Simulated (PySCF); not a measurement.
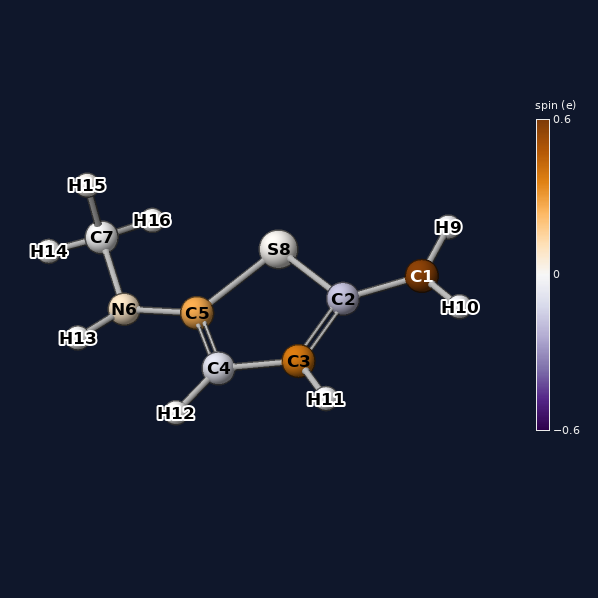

Atoms are coloured by their Mulliken spin populations. State: neutral, doublet. The geometry was computed by an optimisation with GFN2-xTB. No frequency run is at hand to confirm it as a minimum. Properties computed with UKS B3LYP, pcH-1 on C H N S, non-relativistic (PySCF 2.14.0).

List the Mulliken spin populations.

| atom | value (e) |
| --- | --- |
| C1 | 0.57 |
| C2 | −0.18 |
| C3 | 0.38 |
| C4 | −0.08 |
| C5 | 0.27 |
| N6 | 0.09 |
| C7 | −0.01 |
| S8 | 0.01 |
| H9 | −0.03 |
| H10 | −0.03 |
| H11 | −0.02 |
| H12 | 0.00 |
| H13 | 0.00 |
| H14 | 0.00 |
| H15 | 0.01 |
| H16 | 0.00 |

Mulliken values depend strongly on the basis set.
